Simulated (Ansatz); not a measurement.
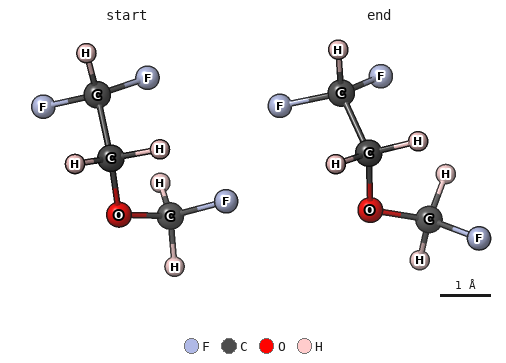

The structure of C₃H₅F₃O (coarse preliminary run) before (left) and after (right) a relaxation, at one scale.

Style: ball-and-stick. Shown from a free direction.

The start comes from a force field.

Level of theory: RKS PBE-D4/def2-SVP in Ansatz.

Input
```yaml
crystal:
  periodic: [false, false, false]
  atoms:
    - {symbol: F, position_ang: [-0.776700, -1.722700, 0.997700]}
    - {symbol: C, position_ang: [0.275200, -0.959000, 1.299500]}
    - {symbol: O, position_ang: [0.976100, -0.719300, 0.092000]}
    - {symbol: C, position_ang: [0.280800, -0.170900, -0.956600]}
    - {symbol: C, position_ang: [-0.372200, 1.197700, -0.702600]}
    - {symbol: F, position_ang: [-1.315900, 1.171300, 0.288200]}
    - {symbol: F, position_ang: [0.620700, 2.052500, -0.249000]}
    - {symbol: H, position_ang: [0.935100, -1.528200, 1.976200]}
    - {symbol: H, position_ang: [-0.005200, -0.006800, 1.834500]}
    - {symbol: H, position_ang: [-0.587100, -0.889800, -1.180100]}
    - {symbol: H, position_ang: [0.861500, -0.113000, -1.799200]}
    - {symbol: H, position_ang: [-0.815400, 1.633000, -1.566500]}
basis:
  gaussian: {orbitals: def2-SVP}
hamiltonian: {xc: pbe, dispersion: d4}
relax: {f_tol: 0.03, max_steps: 200}
```

Launched with:
```bash
ansatz run in.yaml --threads 2 --pin off --events-out ev --progress --plain --max-ram 32768MiB --backend cpu
```

Summarise the run.

The largest moves after the best rigid fit, 0.81 Å, are those of F1 and H9. By element the largest moves are F 0.81 Å, H 0.81 Å, O 0.23 Å, C 0.19 Å. Near-neighbour distances that change, for instance: C4–H11 1.025 → 1.110 Å, F1–C2 1.334 → 1.389 Å, C5–H12 1.064 → 1.117 Å, O3–C4 1.372 → 1.418 Å. Among the angles between lasting bonds that change: F1–C2–H9 113.2° → 107.2°, O3–C4–H10 106.3° → 111.8°, H8–C2–H9 107.1° → 111.3°. Groups turn about O3–C4 by about 30°. Over 12 accepted moves (13 points after the start) the energy falls by 0.474 eV. Largest force component: 4.6 eV/Å at the start, 0.022 eV/Å at the end. The line search rejected the trial step at point 10 of the run.
